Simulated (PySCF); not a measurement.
# ZrO(OH)₂: relaxation and vibrations of the singlet

Where does singlet ZrO(OH)₂ go from a T-shaped (ligand arrangement 1) start, is the end point a minimum, and what are its modes, charges and moments?

Program: PySCF 2.14.0. Level of theory: PBE0, basis Zr def2-TZVP with ECP28, O def2-TZVP, H def2-TZVP, scalar-relativistic core potentials, no spin–orbit coupling, density fitting. These are calculated values, not measurements.

## (1) The system as given

6 atoms, charge 0, spin multiplicity 1.

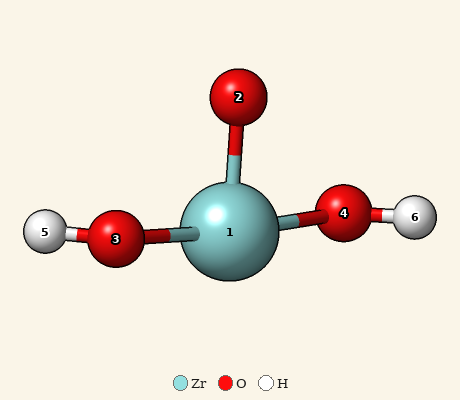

The starting geometry (zirconium light teal, oxygen red, hydrogen white); atoms are numbered from 1 in the order of the file.

Z-matrix (Å, degrees; charge 0 multiplicity 1):
```
Zr
O  1 1.8400
O  1 2.1700 2 88.00
O  1 2.1700 2 88.00 3 180.00
H  3 0.9600 1 130.00 2 89.99
H  4 0.9600 1 130.00 2 89.99
```

## (2) First SCF at the start

The steps below are one call of a driver around PySCF. For each, scf.py gives the equivalent set-up of the SCF; relaxations use the driver's own optimiser. After this first run the driver tries any further starts and a stability analysis.

The input, scf.py:

```python
from pyscf import gto, scf, dft
mol = gto.M(atom='''
Zr     0.000000     0.000000     0.000000
O      0.000000     0.000000     1.840000
O      2.168700     0.000000     0.075700
O     -2.168700     0.000000     0.075700
H      2.785400    -0.735400     0.097300
H     -2.785400     0.735400     0.097300''',
    basis={'Zr': 'def2-TZVP', 'O': 'def2-TZVP', 'H': 'def2-TZVP'},
    ecp={'Zr': 'def2-TZVP'},
    charge=0, spin=0)
mf = dft.RKS(mol, xc='PBE0')
mf.grids.atom_grid = (50, 194)
aux = {'Zr': 'def2-universal-JKFIT', 'O': 'def2-universal-JKFIT', 'H': 'def2-universal-JKFIT'}
mf = mf.density_fit(auxbasis=aux)
mf.conv_tol = 1e-08
mf.diis_space = 10
mf.max_cycle = 60
mf.init_guess = 'minao'
mf.verbose = 4
mf.kernel()
```

Launch:

```console
$ OMP_NUM_THREADS=4 python axn.py task.json out
```

What it wrote:

```text
init E= -268.159673522285
  HOMO = -0.586801844348437  LUMO = -0.439652461293454  gap/eV = 4.00414
cycle= 1 E= -273.469842740646  delta_E= -5.31  |g|= 1.35  |ddm|= 4.53
  HOMO = -0.0828459157868873  LUMO = -0.0148978060907806  gap/eV = 1.84896
cycle= 2 E= -269.253201491976  delta_E= 4.22  |g|= 4.16  |ddm|= 3.02
  HOMO = -0.226966555109196  LUMO = -0.05647298482452  gap/eV = 4.63937
cycle= 3 E= -273.513248528809  delta_E= -4.26  |g|= 1.16  |ddm|= 2.74
  HOMO = -0.238168761994729  LUMO = -0.11878619930167  gap/eV = 3.24856
cycle= 4 E= -273.827088277032  delta_E= -0.314  |g|= 0.293  |ddm|= 0.765
  HOMO = -0.257651701798508  LUMO = -0.141334308416987  gap/eV = 3.16516
cycle= 5 E= -273.835260072901  delta_E= -0.00817  |g|= 0.194  |ddm|= 0.273
  HOMO = -0.252227529940754  LUMO = -0.123694522729608  gap/eV = 3.49756
cycle= 6 E= -273.842656896441  delta_E= -0.0074  |g|= 0.0634  |ddm|= 0.13
  HOMO = -0.255248976122875  LUMO = -0.12292747810783  gap/eV = 3.60065
cycle= 7 E= -273.84336496715  delta_E= -0.000708  |g|= 0.0309  |ddm|= 0.0228
  HOMO = -0.257100151959666  LUMO = -0.122707157078477  gap/eV = 3.65702
cycle= 8 E= -273.843549705789  delta_E= -0.000185  |g|= 0.00772  |ddm|= 0.0119
  HOMO = -0.257547492622798  LUMO = -0.122775317345791  gap/eV = 3.66734
cycle= 9 E= -273.843561401767  delta_E= -1.17e-05  |g|= 0.00137  |ddm|= 0.00351
  HOMO = -0.257581766566663  LUMO = -0.122777724693787  gap/eV = 3.66820
cycle= 10 E= -273.843561800152  delta_E= -3.98e-07  |g|= 8.84e-05  |ddm|= 0.000697
  HOMO = -0.25758249273029  LUMO = -0.122782026242103  gap/eV = 3.66811
cycle= 11 E= -273.843561801712  delta_E= -1.56e-09  |g|= 2.64e-05  |ddm|= 8.28e-05
  HOMO = -0.257576830415349  LUMO = -0.12278263215406  gap/eV = 3.66794
Extra cycle  E= -273.843561800086  delta_E= 1.63e-09  |g|= 9.49e-05  |ddm|= 5.81e-05
converged SCF energy = -273.843561800086
```

This step, with its further starts and checks, ran for 13 s (4 threads of Arm Neoverse V1, shared host).

The starts that the driver tried:

```tsv
start	energy (Eh)
the minimal-basis guess	-273.843562
a thermally smeared density	-273.843562
a smeared PBE density	-273.843562
```

No lower closed-shell solution turned up from the other starts or in the test of internal stability.

## (3) Relaxation: T-shaped (ligand arrangement 1) start, singlet

The program finds C2 symmetry in the start, which this walk keeps. The walk stops when the largest gradient is under 0.0003 Eh/bohr and the energy has settled too.

Changes to scf.py since step 2:

```diff
@@ -3,6 +3,6 @@
-Zr     0.000000     0.000000     0.000000
-O      0.000000     0.000000     1.840000
-O      2.168700     0.000000     0.075700
-O     -2.168700     0.000000     0.075700
-H      2.785400    -0.735400     0.097300
-H     -2.785400     0.735400     0.097300''',
+Zr     0.000000     0.000000    -0.229072
+O      0.000000     0.000000     1.610928
+O      2.168700     0.000000    -0.153372
+O     -2.168700    -0.000000    -0.153372
+H      2.785400    -0.735400    -0.131772
+H     -2.785400     0.735400    -0.131772''',
@@ -19 +18,0 @@
-mf.init_guess = 'minao'
```

Steps of the walk:

```tsv
step	energy (Eh)	change (kJ/mol)	largest symmetric gradient (Eh/bohr)
0	-273.843562	0.00	0.14244
1	-273.884958	-108.69	0.02601
2	-273.906576	-165.44	0.04498
3	-273.924560	-212.66	0.02015
4	-273.928337	-222.58	0.04008
5	-273.935844	-242.29	0.00678
6	-273.937048	-245.45	0.01215
7	-273.937554	-246.78	0.00448
8	-273.937779	-247.37	0.00294
9	-273.937965	-247.86	0.00437
10	-273.938178	-248.41	0.00316
11	-273.938206	-248.49	0.00109
12	-273.938223	-248.53	0.00029
13	-273.938229	-248.55	0.00051
14	-273.938238	-248.57	0.00081
15	-273.938242	-248.58	0.00037
16	-273.938242	-248.58	0.00001
```

The walk took 42 s.

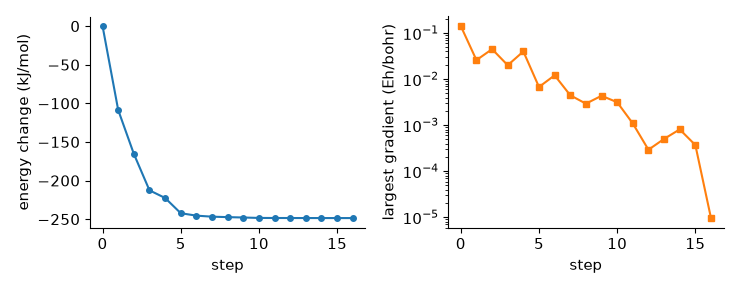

How energy and gradient fall.

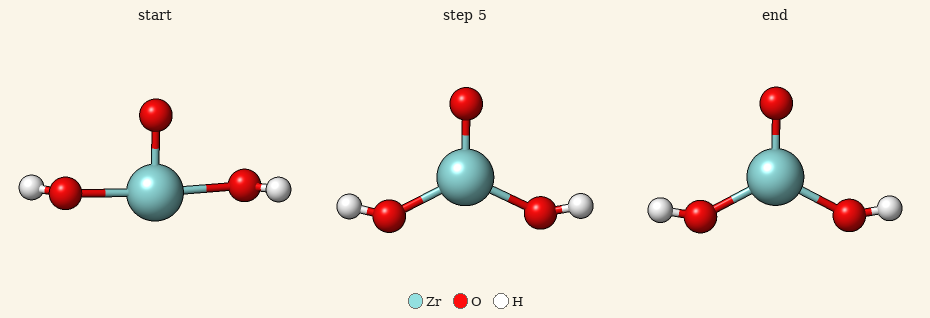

The geometry along the walk, at one scale.

After 16 steps and 248.6 kJ/mol it ends at C2v: O–H 0.956 Å (×2), Zr–O 1.751 Å, Zr–O 1.977 Å (×2); H–O–Zr 142.2° (×2), O–Zr–O 118.1° (×2), O–Zr–O 123.9°.

## (4) Is it a minimum? Harmonic modes

On the finer grid the gradient is checked again; gradients at displacements of ±0.02 bohr then give force constants and infrared intensities.

Changes to scf.py since step 3:

```diff
@@ -3,6 +3,6 @@
-Zr     0.000000     0.000000    -0.229072
-O      0.000000     0.000000     1.610928
-O      2.168700     0.000000    -0.153372
-O     -2.168700    -0.000000    -0.153372
-H      2.785400    -0.735400    -0.131772
-H     -2.785400     0.735400    -0.131772''',
+Zr     0.000000    -0.000000     0.017304
+O     -0.000000    -0.000000     1.767984
+O      1.721248    -0.307137    -0.904458
+O     -1.721248     0.307137    -0.904458
+H      2.647902    -0.472488    -0.740331
+H     -2.647902     0.472488    -0.740331''',
@@ -13 +13 @@
-mf.grids.atom_grid = (50, 194)
+mf.grids.atom_grid = (75, 302)
@@ -16 +16 @@
-mf.conv_tol = 1e-08
+mf.conv_tol = 1e-10
```

The driver hands on the density of the step before, so the log starts near convergence.

Log of the central SCF (cycles and frontier levels):

```text
init E= -273.938104315956
  HOMO = -0.302651163430573  LUMO = -0.0900927737931099  gap/eV = 5.78401
cycle= 1 E= -273.938104315781  delta_E= 1.75e-10  |g|= 3.24e-05  |ddm|= 2.03e-05
  HOMO = -0.302659779459531  LUMO = -0.090091363193352  gap/eV = 5.78428
cycle= 2 E= -273.938104314357  delta_E= 1.42e-09  |g|= 9.2e-05  |ddm|= 5.62e-05
  HOMO = -0.302653296425555  LUMO = -0.0900926120811931  gap/eV = 5.78407
cycle= 3 E= -273.938104315976  delta_E= -1.62e-09  |g|= 5.48e-06  |ddm|= 4.19e-05
  HOMO = -0.302653396905567  LUMO = -0.0900924795370877  gap/eV = 5.78408
cycle= 4 E= -273.938104315983  delta_E= -7.16e-12  |g|= 2.38e-07  |ddm|= 2.51e-06
  HOMO = -0.302653369105983  LUMO = -0.090092481342527  gap/eV = 5.78408
Extra cycle  E= -273.938104315982  delta_E= 4.55e-13  |g|= 2.87e-07  |ddm|= 2.71e-07
converged SCF energy = -273.938104315982
```

The whole step took 75 s.

Geometry: C2v; O–H 0.955 Å (×2), Zr–O 1.751 Å, Zr–O 1.977 Å (×2); H–O–Zr 142.3° (×2), O–Zr–O 117.8° (×2), O–Zr–O 124.4°.

Modes, for the most abundant isotopes:

| symmetry | ω (cm⁻¹) | IR (km/mol) | μ (u) |
| --- | --- | --- | --- |
| b1 | 80i | 39.6 | 5.81 |
| a1 | 162 | 0.0 | 5.83 |
| b2 | 198 | 24.7 | 3.65 |
| a1 | 358 | 273 | 1.18 |
| b2 | 392 | 33.5 | 1.50 |
| a2 | 498 | 0.0 | 1.15 |
| b1 | 521 | 331 | 1.19 |
| a1 | 647 | 62.5 | 7.89 |
| b2 | 681 | 261 | 8.00 |
| a1 | 958 | 256 | 18.12 |
| b2 | 3957 | 283 | 1.07 |
| a1 | 3959 | 1.5 | 1.07 |

μ is the mass of the mode for normalised Cartesian displacements, not the reduced mass of the usual diatomic formula.

With 1 mode imaginary (up to 80i cm⁻¹) this point is a saddle.

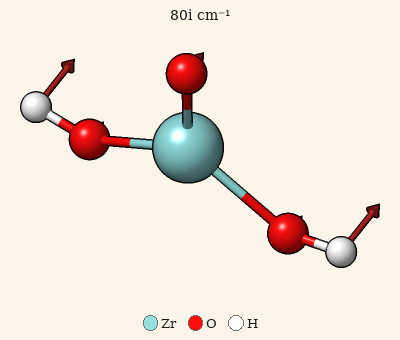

The imaginary mode, as arrows.

Properties at this point:

```yaml
Dipole_moment: 1.91 D
Highest_occupied_level: -8.24 eV
Lowest_empty_level: -2.45 eV
Rotational_constants: 0.2181, 0.15, 0.08888 cm⁻¹
Zero-point_energy_real_modes: 73.8 kJ/mol
Principal_polarisabilities: 30.4, 48.1, 50.9 bohr³
Atomisation_energy_without_zero-point_energy: 2621 kJ/mol
Principal_traceless_quadrupole_moments_about_the_centre_of_mass: -18.71, 7.73, 10.97 D Å
```

Charges (e) and bond orders:

```csv
atom,Mulliken,Löwdin,polar tensor,Mayer order to Zr1
Zr1,1.54,0.79,2.54,–
O2,-0.63,-0.37,-1.06,2.05
"O3,4",-0.78,-0.37,-1.06,0.89
"H5,6",0.33,0.16,0.32,0.02
```

Outer orbital energies (eV). occupied: -13.58, -10.04, -9.59, -9.37, -8.86, -8.52, -8.29, -8.24; empty: -2.45, -0.55, 0.00, 0.39.

Mulliken populations on Zr1 (outside its core potential): s 2.09, p 6.23, d 2.01, f 0.13.

## (5) Leaving the saddle point

The start is the last point, displaced along its most imaginary mode.

The program finds Cs symmetry in the start, which this walk keeps. Threshold on the gradient: 0.0003 Eh/bohr, with a further test on the energy change.

Changes to scf.py since step 4:

```diff
@@ -3,6 +3,6 @@
-Zr     0.000000    -0.000000     0.017304
-O     -0.000000    -0.000000     1.767984
-O      1.721248    -0.307137    -0.904458
-O     -1.721248     0.307137    -0.904458
-H      2.647902    -0.472488    -0.740331
-H     -2.647902     0.472488    -0.740331''',
+Zr     0.010354     0.058023     0.021530
+O     -0.019732    -0.110584     1.772210
+O      1.704784    -0.399406    -0.900232
+O     -1.737712     0.214868    -0.900232
+H      2.603986    -0.718600    -0.736105
+H     -2.691818     0.226375    -0.736105''',
@@ -13 +13 @@
-mf.grids.atom_grid = (75, 302)
+mf.grids.atom_grid = (50, 194)
@@ -16 +16 @@
-mf.conv_tol = 1e-10
+mf.conv_tol = 1e-08
```

Steps of the walk:

```tsv
step	energy (Eh)	change (kJ/mol)	largest symmetric gradient (Eh/bohr)
0	-273.938012	0.00	0.01289
1	-273.938510	-1.31	0.00312
2	-273.938612	-1.57	0.00247
3	-273.938732	-1.89	0.00187
4	-273.938872	-2.26	0.00365
5	-273.938974	-2.52	0.00822
6	-273.939061	-2.75	0.00611
7	-273.939171	-3.04	0.00505
8	-273.939319	-3.43	0.00383
9	-273.939399	-3.64	0.00194
10	-273.939422	-3.70	0.00114
11	-273.939431	-3.72	0.00059
12	-273.939435	-3.74	0.00109
13	-273.939442	-3.75	0.00100
14	-273.939446	-3.76	0.00032
15	-273.939447	-3.77	0.00013
```

The walk took 43 s.

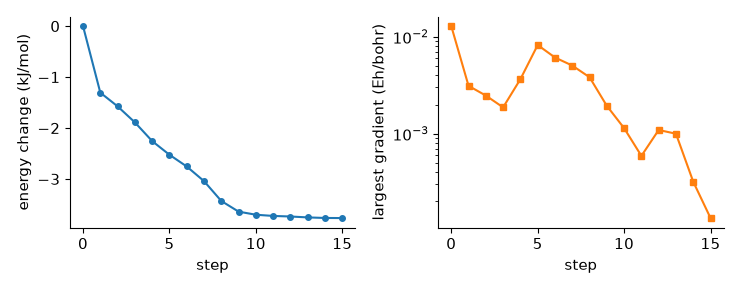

How energy and gradient fall.

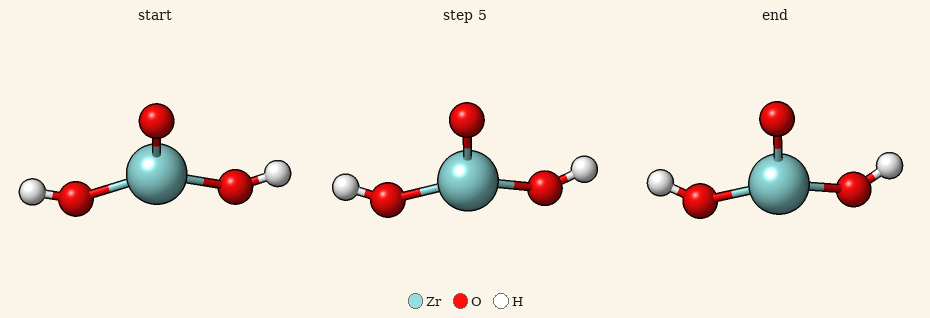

Start and end of the relaxation, with a step between.

It settles in Cs symmetry, 3.8 kJ/mol below the start, after 15 steps: O–H 0.956 Å (×2), Zr–O 1.749 Å, Zr–O 1.969 Å (×2); H–O–Zr 137.8° (×2), O–Zr–O 113.3° (×2), O–Zr–O 117.5°.

## (6) Vibrations and properties at this point

The same treatment as at the point before.

Changes to scf.py since step 5:

```diff
@@ -3,6 +3,6 @@
-Zr     0.010354     0.058023     0.021530
-O     -0.019732    -0.110584     1.772210
-O      1.704784    -0.399406    -0.900232
-O     -1.737712     0.214868    -0.900232
-H      2.603986    -0.718600    -0.736105
-H     -2.691818     0.226375    -0.736105''',
+Zr     0.026961     0.151092     0.039653
+O     -0.070213    -0.393485     1.699264
+O      1.618475    -0.508693    -0.913300
+O     -1.694529     0.082474    -0.913300
+H      2.362145    -1.081714    -0.733498
+H     -2.590491    -0.197973    -0.733498''',
@@ -13 +13 @@
-mf.grids.atom_grid = (50, 194)
+mf.grids.atom_grid = (75, 302)
@@ -16 +16 @@
-mf.conv_tol = 1e-08
+mf.conv_tol = 1e-10
```

SCF at the final geometry:

```text
init E= -273.93952900459
  HOMO = -0.299332879151139  LUMO = -0.0883270196154804  gap/eV = 5.74176
cycle= 1 E= -273.939529004589  delta_E= 1.25e-12  |g|= 2.95e-06  |ddm|= 2.21e-06
  HOMO = -0.299332737557405  LUMO = -0.0883272701839211  gap/eV = 5.74175
Extra cycle  E= -273.939529004583  delta_E= 5.8e-12  |g|= 5.91e-06  |ddm|= 4.12e-06
converged SCF energy = -273.939529004583
```

The whole step ran for 86 s (4 threads of Arm Neoverse V1, shared host).

Geometry: Cs; O–H 0.956 Å (×2), Zr–O 1.749 Å, Zr–O 1.969 Å (×2); H–O–Zr 137.6° (×2), O–Zr–O 113.6° (×2), O–Zr–O 117.4°.

Harmonic modes (main isotopes):

```json
{"symmetry": "a'", "ω (cm⁻¹)": "101", "IR (km/mol)": "29.3"}
{"symmetry": "a'", "ω (cm⁻¹)": "174", "IR (km/mol)": "2.2"}
{"symmetry": "a''", "ω (cm⁻¹)": "202", "IR (km/mol)": "22.9"}
{"symmetry": "a'", "ω (cm⁻¹)": "386", "IR (km/mol)": "282"}
{"symmetry": "a''", "ω (cm⁻¹)": "411", "IR (km/mol)": "8.7"}
{"symmetry": "a''", "ω (cm⁻¹)": "483", "IR (km/mol)": "110"}
{"symmetry": "a'", "ω (cm⁻¹)": "510", "IR (km/mol)": "220"}
{"symmetry": "a'", "ω (cm⁻¹)": "659", "IR (km/mol)": "80.3"}
{"symmetry": "a''", "ω (cm⁻¹)": "678", "IR (km/mol)": "227"}
{"symmetry": "a'", "ω (cm⁻¹)": "958", "IR (km/mol)": "237"}
{"symmetry": "a''", "ω (cm⁻¹)": "3953", "IR (km/mol)": "244"}
{"symmetry": "a'", "ω (cm⁻¹)": "3955", "IR (km/mol)": "34.7"}
```

Every mode is real; the point is a minimum.

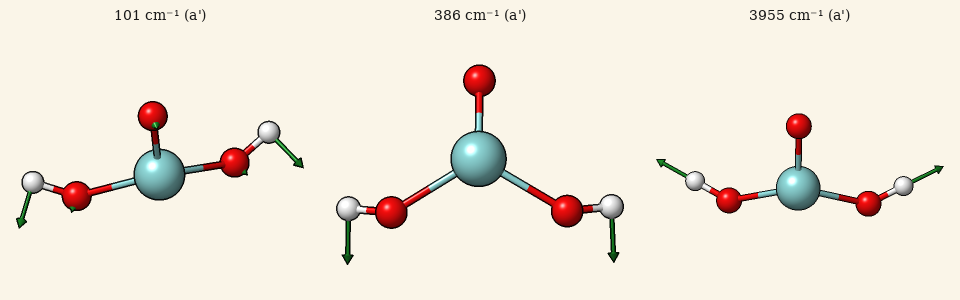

Displacements of 3 of the modes, as arrows (one member where a mode is degenerate).

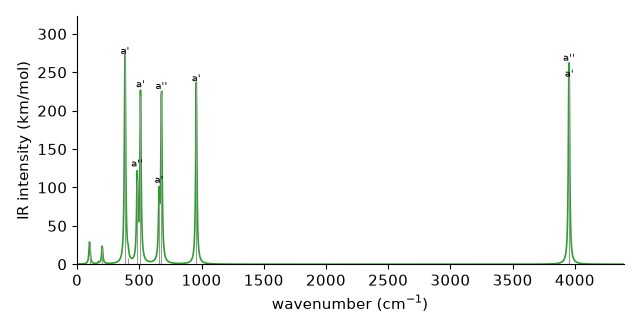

The harmonic infrared spectrum (widths in cm⁻¹). Lines are broadened to a width of 12 cm⁻¹ (Lorentzian).

Properties at this point:

- Dipole moment: 2.83 D
- Highest occupied level: -8.15 eV
- Lowest empty level: -2.40 eV
- Rotational constants: 0.2078, 0.153, 0.09494 cm⁻¹
- Zero-point energy: 74.6 kJ/mol
- Principal polarisabilities: 30.4, 48.3, 50.0 bohr³
- Atomisation energy without zero-point energy: 2624 kJ/mol
- Principal traceless quadrupole moments about the centre of mass: -18.24, 8.29, 9.96 D Å
- Entropy at 298.15 K and 1 bar: 328.7 J/(mol K)
- Heat capacity Cp at 298.15 K: 89.0 J/(mol K)
- Enthalpy at 298.15 K above 0 K: 18.49 kJ/mol
- Rotational symmetry number: 1

Populations by atom (charges in e):

| atom | Mulliken | Löwdin | polar tensor | Mayer order to Zr1 |
| --- | --- | --- | --- | --- |
| Zr1 | 1.51 | 0.77 | 2.43 | – |
| O2 | -0.63 | -0.37 | -1.02 | 2.06 |
| O3,4 | -0.77 | -0.36 | -1.02 | 0.90 |
| H5,6 | 0.33 | 0.16 | 0.31 | 0.02 |

Mulliken populations on Zr1 (outside its core potential): s 2.10, p 6.21, d 2.05, f 0.13.

## (7) Stability of the closed shell

At the lowest minimum the closed shell is tested against spin polarisation, on the (50, 194) grid. It is stable.

## (8) All stationary points

| spin | group | bonds | imaginary modes (cm⁻¹) | ΔE (kJ/mol) | with zero-point energy |
| --- | --- | --- | --- | --- | --- |
| singlet | Cs | O–H 0.956 Å (×2), Zr–O 1.749 Å, Zr–O 1.969 Å (×2) | none | 0.0 | 0.0 |
| singlet | C2v | O–H 0.955 Å (×2), Zr–O 1.751 Å, Zr–O 1.977 Å (×2) | 80i | 3.7 | – |

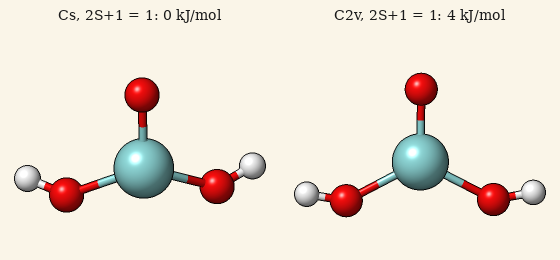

The points, lowest first (zirconium light teal, oxygen red, hydrogen white).

## (9) Summary of results

| quantity | value |
| --- | --- |
| minimum | singlet, Cs |
| geometry | O–H 0.956 Å (×2), Zr–O 1.749 Å, Zr–O 1.969 Å (×2); H–O–Zr 137.6° (×2), O–Zr–O 113.6° (×2), O–Zr–O 117.4° |
| wavenumbers (cm⁻¹) | 101 (a'), 174 (a'), 202 (a''), 386 (a'), 411 (a''), 483 (a''), 510 (a'), 659 (a'), 678 (a''), 958 (a'), 3953 (a''), 3955 (a') |
| dipole moment | 2.83 D |
| highest occupied, lowest empty level | -8.15, -2.40 eV |
| polar-tensor charge of Zr1 | +2.43 e |
| zero-point energy | 74.6 kJ/mol |
| entropy at 298.15 K | 328.7 J/(mol K) |
| atomisation energy (no zero-point energy) | 2624 kJ/mol |

**Reading.** The T-shaped (ligand arrangement 1) start (C2) ends in a minimum of Cs symmetry, after a stop at a saddle point 3.7 kJ/mol higher, from which it was pushed off along an imaginary mode. The strongest infrared band lies at 386 cm⁻¹ (a'). Other starts or spin states, not run here, may lie lower.

The search up to here took 4.4 min.
